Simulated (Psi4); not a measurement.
# A Psi4 job on AlNH4 (AlH2(NH2))

Aim: a single-point energy of AlNH4 (AlH2(NH2)).

The results are computed with Psi4 1.11.

3 further runs of the same task are left out: 3 set aside as unsound or not needed.

### Step 1. The structure to begin with

The species is AlNH4 (6 atoms), meant as a singlet with charge 0. As SMILES, `[H][Al]([H])[NH2]`. Geometry: a GFN2-xTB relaxation, a rough one for these elements and not checked as a minimum.

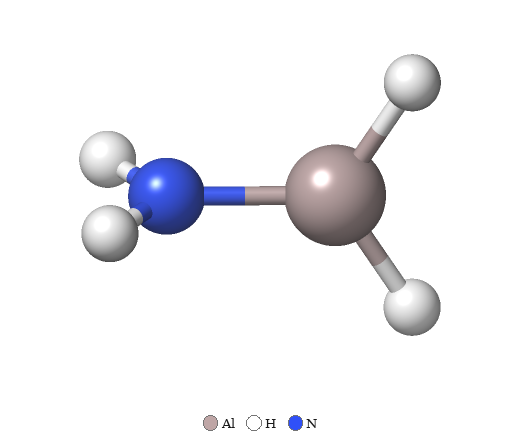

Viewed from a chosen angle; aluminium light grey, hydrogen white, nitrogen blue.

### Step 2. The run

Input file calc.py:

```python
import psi4

psi4.set_memory(1600000000)
psi4.set_num_threads(1)
psi4.set_output_file('alh4n.out', False)

geom = psi4.geometry("""
0 1
Al     0.411220     0.709780     0.004090
H      1.951140     0.754090     0.040220
H     -0.317540     2.068550    -0.020570
N     -0.477760    -0.827010    -0.006690
H     -0.803830    -1.337930    -0.819770
H     -0.763230    -1.367490     0.802720
units angstrom
no_reorient
no_com
""")

psi4.set_options(dict(basis='DZ', freeze_core=True, cc_type='conv', maxiter=5, fail_on_maxiter=False))

energy_value, wavefunction = psi4.energy('lccd', return_wfn=True)
print('E =', round(energy_value, 9))
```

Launch:

```sh
python calc.py
```

alh4n.out:

```text
Psi4 1.11 release

   => Loading Basis Set <=

    Name: DZ
    Role: ORBITAL
    Keyword: BASIS

         ---------------------------------------------------------
                                   SCF
                              RHF Reference
                        1 Threads,   1525 MiB Core
         ---------------------------------------------------------

  ==> Geometry <==

    Molecular point group: c1
    Full point group: C1

    Geometry (in Angstrom), charge = 0, multiplicity = 1:

       Center              X                  Y                   Z               Mass
    ------------   -----------------  -----------------  -----------------  -----------------
         AL           0.411220000000     0.709780000000     0.004090000000    26.981538530000
         H            1.951140000000     0.754090000000     0.040220000000     1.007825032230
         H           -0.317540000000     2.068550000000    -0.020570000000     1.007825032230
         N           -0.477760000000    -0.827010000000    -0.006690000000    14.003074004430
         H           -0.803830000000    -1.337930000000    -0.819770000000     1.007825032230
         H           -0.763230000000    -1.367490000000     0.802720000000     1.007825032230

  Running in c1 symmetry.

[... 75 lines left out ...]
                        Total Energy        Delta E     RMS |[F,P]|
[... 2 lines left out ...]
   @RHF iter   1:  -298.56641799166880   -7.46422e-01   1.24831e-02 DIIS/ADIIS
[... 1 line left out ...]
   @RHF iter   3:  -298.66046594873109   -3.20714e-02   6.34371e-04 DIIS/ADIIS
[... 1 line left out ...]
   @RHF iter   5:  -298.66084975199692   -1.27824e-05   2.58855e-05 DIIS
[... 1 line left out ...]
PsiException: Could not converge SCF iterations in 5 iterations.
[... 1 line left out ...]
  Energy and/or wave function did not converge, but proceeding anyway.
[... 27 lines left out ...]
  @RHF Final Energy:  -298.66084975199692
[... 4 lines left out ...]
    One-Electron Energy =                -518.0837512668356339
[... 1 line left out ...]
    Total Energy =                       -298.6608497519969205
[... 15 lines left out ...]
 Dipole Y            :         -7.1017234            6.7185244           -0.3831990
[... 21 lines left out ...]
 OEINTS: Overlap, kinetic, potential, dipole, and quadrupole integrals
[... 51 lines left out ...]
        *                                                     *
        *                                                     *
        *******************************************************

  ==> Input parameters <==

        Freeze core orbitals?                 yes
        Use frozen natural orbitals?           no
        r_convergence:                  1.000e-07
        e_convergence:                  1.000e-06
        Number of DIIS vectors:                 8
        Number of frozen core orbitals:         6
        Number of active occupied orbitals:     6
        Number of active virtual orbitals:     24
        Number of frozen virtual orbitals:      0

  ==> Memory <==

        available memory =                           1525.88 mb
        minimum memory requirements for QCISD =         0.49 mb
        (T) algorithm:                                  0.37 mb (low-memory)
        memory requirements for QCISD(T) =              0.37 mb

  ==> Define tiling <==

        v(ab,cd) diagrams will be evaluated in   1 blocks.
        v(ab,ci) diagrams will be evaluated in   1 blocks over ov2.
        v(ab,ci) diagrams will be evaluated in   1 blocks over ov.

  Allocate cpu memory (     1.17 mb).....done.
  Initialize cpu memory..................done.

  Begin CEPA(0) iterations

   Iter  DIIS          Energy       d(Energy)          |d(T)|     time
      0   0 1   -0.1486529899   -0.1486529899    0.2197017436        0
      1   1 1   -0.1596753048   -0.0110223149    0.0452156197        0
      2   2 1   -0.1669736839   -0.0072983792    0.0179233475        0
      3   3 1   -0.1682123070   -0.0012386231    0.0032623995        0
      4   4 1   -0.1682560342   -0.0000437272    0.0010214696        0
```

Standard output:

```text
Traceback (most recent call last):
  File "calc.py", line 22, in <module>
    energy_value, wavefunction = psi4.energy('lccd', return_wfn=True)
RuntimeError:
Fatal Error:   CEPA iterations did not converge.
```

Wall time 3.9 s (1 thread of AMD EPYC 7R43 (Zen 3), shared host); peak memory 0.18 GiB.

### Step 3. What went wrong

The SCF stopped at its cap without converging, and the program went on all the same: the numbers that follow in the log rest on unconverged orbitals.

The log says `Fatal Error:   CEPA iterations did not converge.`. The cause is that the iteration cap is too low for convergence. The sound input differs in these keys, not all of which need be the cause: iteration cap at its default in place of 5; fail on maxiter at its default in place of no.
